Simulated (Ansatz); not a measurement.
## C₂H₄F₃InO: geometry relaxation (part 2 of 2)

C₂H₄F₃InO, SMILES FC(F)(F)C[O][InH2]; RKS PBE0-D4/def2-TZVP (Ansatz 0.2.0). The geometry: GFN2-xTB start.

Geometry of the input (Å):
```
F  0.9084  -0.4479  1.2607
C  -0.3061  -0.7881  0.7631
F  -0.8770  -1.5911  1.6522
F  -0.0149  -1.5513  -0.3262
C  -1.1264  0.4323  0.3945
O  -0.4928  1.1713  -0.5784
In 1.3385  0.6020  -1.2767
H  -1.2692  1.0110  1.3200
H  -2.1055  0.0699  0.0461
H  2.6983  1.1213  -0.4132
H  1.2466  -0.0295  -2.8422
```

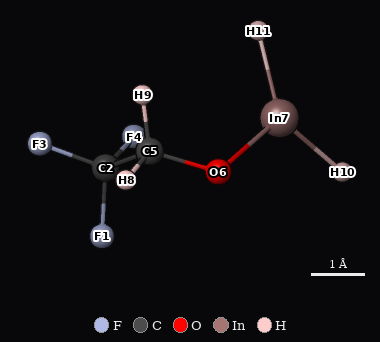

Figure 1. The geometry at step 14 of the log (ball-and-stick view, seen at a tilt; atoms are numbered from 1 in the order of the input).

## Trajectory as extended XYZ, continued
```
11
Properties=species:S:1:pos:R:3:forces:R:3 step=6 energy=-17503.72331
F     0.7552   -0.5040    1.6315   -0.1252  -0.0359  -0.0742
C    -0.3214   -0.8203    0.8928    0.0306   0.0319   0.1308
F    -1.1066   -1.6054    1.6282    0.0735   0.0006  -0.0598
F     0.1539   -1.5688   -0.1406    0.0208   0.0297   0.0253
C    -1.0561    0.4008    0.3820   -0.0218  -0.0231  -0.0314
O    -0.3223    1.1427   -0.5055   -0.0232   0.0781   0.0590
In    1.3836    0.6793   -1.4785    0.0118  -0.0383  -0.0239
H    -1.3261    0.9804    1.2786    0.0020  -0.0011  -0.0336
H    -1.9929    0.0251   -0.0607    0.0220  -0.0179   0.0162
H     2.7505    1.0965   -0.5490    0.0204  -0.0245  -0.0043
H     1.0822    0.1737   -3.0789   -0.0108   0.0004  -0.0041
11
Properties=species:S:1:pos:R:3:forces:R:3 step=7 energy=-17503.73940
F     0.6827   -0.4637    1.7880   -0.4872  -0.1725  -0.4764
C    -0.2990   -0.7901    0.9216    0.1119  -0.2320   0.3023
F    -1.1240   -1.6487    1.5359    0.4095   0.1971  -0.2297
F     0.3221   -1.4783   -0.1011   -0.1793   0.2478   0.3902
C    -1.0516    0.4085    0.3788    0.1179   0.0965  -0.0664
O    -0.2783    1.2055   -0.4340   -0.2266  -0.0339   0.2905
In    1.3457    0.6479   -1.4969    0.1256  -0.0577  -0.0845
H    -1.4097    0.9548    1.2717    0.0650  -0.0495  -0.2052
H    -1.9416   -0.0006   -0.1348    0.1346   0.0266   0.0520
H     2.7839    0.9565   -0.6201   -0.0601  -0.0280  -0.0481
H     0.9697    0.2083   -3.1089   -0.0112   0.0057   0.0753
11
Properties=species:S:1:pos:R:3:forces:R:3 step=8 energy=-17503.75644
F     0.6630   -0.4577    1.8071   -0.3451  -0.1293  -0.3245
C    -0.2967   -0.7862    0.9243    0.1130  -0.0761   0.2407
F    -1.1166   -1.6625    1.5103    0.2710   0.1259  -0.1495
F     0.3510   -1.4512   -0.0926   -0.1077   0.1115   0.2190
C    -1.0460    0.4119    0.3773    0.0136   0.0946  -0.0735
O    -0.2614    1.2254   -0.4053   -0.1329  -0.0295   0.2539
In    1.3419    0.6419   -1.4938    0.0570  -0.0510  -0.0673
H    -1.4316    0.9472    1.2640    0.0573  -0.0479  -0.1692
H    -1.9182    0.0009   -0.1636    0.0998   0.0131   0.0564
H     2.7896    0.9391   -0.6370   -0.0222  -0.0117  -0.0365
H     0.9250    0.1912   -3.0905   -0.0039   0.0006   0.0504
11
Properties=species:S:1:pos:R:3:forces:R:3 step=9 energy=-17503.78759
F     0.5733   -0.4576    1.9039   -0.1563  -0.1017  -0.1272
C    -0.2971   -0.7754    0.9433    0.0451   0.0419   0.1199
F    -1.1216   -1.7093    1.4131    0.1417   0.0956  -0.0643
F     0.4523   -1.3724   -0.0504   -0.0393  -0.0296   0.0782
C    -1.0277    0.4252    0.3783   -0.1285   0.2073  -0.1620
O    -0.1722    1.3042   -0.2563   -0.0695  -0.3536   0.1270
In    1.3163    0.6118   -1.4830   -0.0373   0.1734   0.0570
H    -1.5267    0.9087    1.2412    0.1127  -0.1009  -0.2467
H    -1.8251    0.0130   -0.2801    0.2342   0.1232   0.1806
H     2.8410    0.9320   -0.7756   -0.0578  -0.0212  -0.0329
H     0.7876    0.1198   -3.0343   -0.0451  -0.0344   0.0704
11
Properties=species:S:1:pos:R:3:forces:R:3 step=10 energy=-17503.79381
F     0.5192   -0.4775    1.9553   -0.1377  -0.0673  -0.1113
C    -0.2955   -0.7760    0.9437    0.1369  -0.1021  -0.0604
F    -1.1355   -1.7283    1.3461    0.1101   0.0997  -0.0353
F     0.5090   -1.3450   -0.0265   -0.1223   0.0375   0.1910
C    -1.0052    0.4306    0.3659   -0.1128   0.1758  -0.1125
O    -0.1142    1.3300   -0.1824   -0.0795  -0.1709   0.0808
In    1.3189    0.6929   -1.4922   -0.1486  -0.3333   0.0343
H    -1.5610    0.8875    1.2060    0.1049  -0.0678  -0.2031
H    -1.7572    0.0307   -0.3500    0.2254   0.1082   0.1707
H     2.8768    0.9292   -0.8291   -0.0723   0.1278  -0.1169
H     0.6447    0.0258   -2.9368    0.0960   0.1924   0.1627
11
Properties=species:S:1:pos:R:3:forces:R:3 step=11 energy=-17503.82141
F     0.4473   -0.5049    2.0274   -0.1734  -0.0832  -0.1824
C    -0.3108   -0.7889    0.9678    0.1399  -0.1027   0.0058
F    -1.1795   -1.7393    1.3142    0.1559   0.1463  -0.0581
F     0.5441   -1.3565    0.0389   -0.1438   0.0418   0.1856
C    -0.9763    0.4290    0.3592   -0.1268   0.2148  -0.0872
O    -0.0398    1.3240   -0.1207   -0.1645  -0.2957   0.0905
In    1.3210    0.6496   -1.4832   -0.0691   0.0008  -0.1233
H    -1.5837    0.8834    1.1646    0.1398  -0.0803  -0.1987
H    -1.6832    0.0437   -0.4100    0.2196   0.0964   0.2091
H     2.9047    1.0198   -0.9450   -0.1223  -0.0208  -0.0975
H     0.5562    0.0401   -2.9132    0.1447   0.0826   0.2562
11
Properties=species:S:1:pos:R:3:forces:R:3 step=12 energy=-17503.84496
F     0.3818   -0.5613    2.0593    0.0691  -0.0424   0.0440
C    -0.3328   -0.8133    0.9675   -0.1283   0.0608   0.1545
F    -1.2494   -1.7292    1.2747   -0.0011  -0.0766  -0.0153
F     0.5277   -1.3994    0.0758   -0.0393   0.0470   0.0233
C    -0.9490    0.4345    0.3658    0.2033  -0.1793  -0.1100
O     0.0331    1.2925   -0.0649   -0.0039   0.0808  -0.0386
In    1.3341    0.6768   -1.4956   -0.0074   0.0362  -0.0049
H    -1.5678    0.8958    1.1446   -0.0106  -0.0009   0.0361
H    -1.6215    0.0651   -0.4240   -0.0776   0.0801  -0.0896
H     2.9084    1.1740   -1.0719   -0.0355  -0.0127  -0.0474
H     0.5353   -0.0354   -2.8312    0.0313   0.0069   0.0478
11
Properties=species:S:1:pos:R:3:forces:R:3 step=13 energy=-17503.85265
F     0.3548   -0.5907    2.0820    0.0281  -0.0184   0.0482
C    -0.3517   -0.8303    0.9815   -0.0166   0.0311   0.0287
F    -1.2922   -1.7265    1.2803   -0.0073  -0.0041  -0.0188
F     0.5041   -1.4344    0.1033    0.0109   0.0022   0.0036
C    -0.9284    0.4277    0.3618    0.0495  -0.0987   0.0057
O     0.0712    1.2790   -0.0428    0.0160   0.0079  -0.0327
In    1.3460    0.7039   -1.5074   -0.0089   0.0076  -0.0050
H    -1.5550    0.8982    1.1282   -0.0470   0.0132   0.0431
H    -1.5935    0.0746   -0.4425   -0.0282   0.0608  -0.0695
H     2.9145    1.2558   -1.1408   -0.0216  -0.0070  -0.0345
H     0.5303   -0.0572   -2.8036    0.0251   0.0054   0.0312
11
Properties=species:S:1:pos:R:3:forces:R:3 step=14 energy=-17503.85733
F     0.2861   -0.6465    2.1372   -0.0916  -0.0068  -0.1128
C    -0.3790   -0.8562    0.9997    0.0267  -0.0257   0.0317
F    -1.3630   -1.7253    1.2525    0.0864   0.0835  -0.0384
F     0.4936   -1.4772    0.1566   -0.0346   0.0009   0.0470
C    -0.8950    0.4230    0.3636    0.0128  -0.0560   0.0648
O     0.1453    1.2555    0.0164    0.0048  -0.0489  -0.0856
In    1.3568    0.7418   -1.5212    0.0510   0.0219   0.0135
H    -1.5464    0.9019    1.1053   -0.0144   0.0115   0.0176
H    -1.5328    0.1039   -0.4792    0.0447   0.0225   0.0249
H     2.9211    1.3918   -1.2870   -0.1181  -0.0423  -0.0191
H     0.5133   -0.1126   -2.7441    0.0323   0.0395   0.0565
11
Properties=species:S:1:pos:R:3:forces:R:3 step=15 energy=-17503.85918
F     0.2808   -0.6469    2.1369   -0.0256   0.0061  -0.0141
C    -0.3779   -0.8563    0.9986    0.0078   0.0193  -0.0193
F    -1.3612   -1.7248    1.2457    0.0174   0.0207  -0.0190
F     0.4979   -1.4758    0.1591   -0.0059  -0.0098   0.0112
C    -0.8936    0.4229    0.3641    0.0049  -0.0301   0.0368
O     0.1453    1.2548    0.0115   -0.0099  -0.0315  -0.0220
In    1.3590    0.7386   -1.5197   -0.0095   0.0051  -0.0120
H    -1.5432    0.9024    1.1075   -0.0026   0.0065   0.0088
H    -1.5328    0.1053   -0.4772    0.0236   0.0115   0.0115
H     2.9131    1.3899   -1.2880   -0.0105  -0.0035   0.0002
H     0.5126   -0.1102   -2.7386    0.0103   0.0056   0.0181
11
Properties=species:S:1:pos:R:3:forces:R:3 step=16 energy=-17503.85837 accepted=F
F     0.2762   -0.6419    2.1349    0.0210  -0.0181   0.0415
C    -0.3773   -0.8547    0.9952    0.0177  -0.1331   0.0880
F    -1.3627   -1.7217    1.2401    0.0104  -0.0106  -0.0025
F     0.5014   -1.4800    0.1621   -0.0387   0.0522   0.0051
C    -0.8932    0.4191    0.3692   -0.0689   0.1129  -0.1943
O     0.1436    1.2501    0.0091    0.0345   0.0092  -0.0090
In    1.3610    0.7381   -1.5207   -0.0252   0.0042  -0.0105
H    -1.5412    0.9027    1.1122    0.0207  -0.0286   0.0173
H    -1.5364    0.1050   -0.4719    0.0298   0.0122   0.0404
H     2.9145    1.3918   -1.2885   -0.0178  -0.0065   0.0015
H     0.5143   -0.1086   -2.7418    0.0164   0.0060   0.0223
11
Properties=species:S:1:pos:R:3:forces:R:3 step=17 energy=-17503.85944
F     0.2784   -0.6465    2.1373   -0.0076   0.0033   0.0060
C    -0.3776   -0.8560    0.9979    0.0081  -0.0007  -0.0074
F    -1.3614   -1.7240    1.2426   -0.0036  -0.0006  -0.0076
F     0.4990   -1.4763    0.1603   -0.0005  -0.0013   0.0041
C    -0.8929    0.4222    0.3652   -0.0018   0.0013   0.0011
O     0.1457    1.2531    0.0104   -0.0011  -0.0054  -0.0059
In    1.3579    0.7410   -1.5220   -0.0006  -0.0058  -0.0002
H    -1.5419    0.9025    1.1091    0.0038   0.0004   0.0055
H    -1.5320    0.1060   -0.4760    0.0059   0.0029   0.0054
H     2.9117    1.3896   -1.2876   -0.0023   0.0057  -0.0017
H     0.5131   -0.1115   -2.7371   -0.0005   0.0002   0.0007
11
Properties=species:S:1:pos:R:3:forces:R:3 step=18 energy=-17503.85973
F     0.2685   -0.6545    2.1428   -0.0007  -0.0006   0.0036
C    -0.3810   -0.8593    0.9987   -0.0031  -0.0061   0.0003
F    -1.3710   -1.7229    1.2364    0.0001   0.0046  -0.0057
F     0.4965   -1.4825    0.1655    0.0010   0.0031   0.0044
C    -0.8879    0.4229    0.3671   -0.0044  -0.0078  -0.0046
O     0.1553    1.2478    0.0127   -0.0031   0.0031   0.0000
In    1.3594    0.7423   -1.5271    0.0091   0.0000  -0.0012
H    -1.5341    0.9060    1.1116    0.0036   0.0013   0.0038
H    -1.5285    0.1115   -0.4745   -0.0001   0.0009   0.0028
H     2.9052    1.4129   -1.2988   -0.0038  -0.0008  -0.0068
H     0.5177   -0.1241   -2.7344    0.0013   0.0024   0.0035
11
Properties=species:S:1:pos:R:3:forces:R:3 step=19 energy=-17503.85987
F     0.2492   -0.6671    2.1543    0.0014  -0.0034  -0.0033
C    -0.3877   -0.8651    1.0015   -0.0074  -0.0102   0.0038
F    -1.3870   -1.7224    1.2259    0.0053   0.0078  -0.0012
F     0.4940   -1.4918    0.1775    0.0004   0.0045   0.0052
C    -0.8813    0.4220    0.3693   -0.0003  -0.0086  -0.0092
O     0.1691    1.2398    0.0191    0.0073   0.0125   0.0065
In    1.3651    0.7491   -1.5306    0.0037   0.0052  -0.0017
H    -1.5259    0.9089    1.1129    0.0049   0.0026  -0.0022
H    -1.5213    0.1175   -0.4749   -0.0027  -0.0027   0.0006
H     2.9038    1.4461   -1.3327   -0.0109  -0.0047   0.0045
H     0.5222   -0.1368   -2.7223   -0.0018  -0.0031  -0.0030
11
Properties=species:S:1:pos:R:3:forces:R:3 step=20 energy=-17503.85990
F     0.2496   -0.6672    2.1546   -0.0009   0.0001  -0.0015
C    -0.3870   -0.8649    1.0016   -0.0002   0.0020  -0.0061
F    -1.3861   -1.7223    1.2253    0.0022   0.0051  -0.0015
F     0.4955   -1.4909    0.1779   -0.0001   0.0001   0.0025
C    -0.8806    0.4224    0.3688   -0.0027  -0.0095   0.0061
O     0.1696    1.2410    0.0193   -0.0010   0.0019  -0.0008
In    1.3628    0.7499   -1.5326    0.0034  -0.0071   0.0022
H    -1.5252    0.9091    1.1122    0.0003   0.0025  -0.0009
H    -1.5207    0.1174   -0.4753    0.0014  -0.0008   0.0012
H     2.9014    1.4432   -1.3277   -0.0018   0.0014  -0.0019
H     0.5207   -0.1377   -2.7241   -0.0004   0.0044   0.0008
11
Properties=species:S:1:pos:R:3:forces:R:3 step=21 energy=-17503.85992
F     0.2491   -0.6663    2.1552    0.0002  -0.0002   0.0004
C    -0.3867   -0.8647    1.0019   -0.0002   0.0015  -0.0001
F    -1.3855   -1.7223    1.2251   -0.0002   0.0001   0.0000
F     0.4966   -1.4905    0.1790    0.0013  -0.0004  -0.0007
C    -0.8806    0.4218    0.3685    0.0003   0.0010   0.0009
O     0.1692    1.2410    0.0191   -0.0004  -0.0009   0.0008
In    1.3633    0.7488   -1.5320   -0.0016  -0.0001   0.0008
H    -1.5259    0.9089    1.1112    0.0006  -0.0003  -0.0004
H    -1.5200    0.1161   -0.4757   -0.0008  -0.0005  -0.0013
H     2.9021    1.4415   -1.3277    0.0005  -0.0002  -0.0002
H     0.5183   -0.1343   -2.7246    0.0003  -0.0001  -0.0001
```
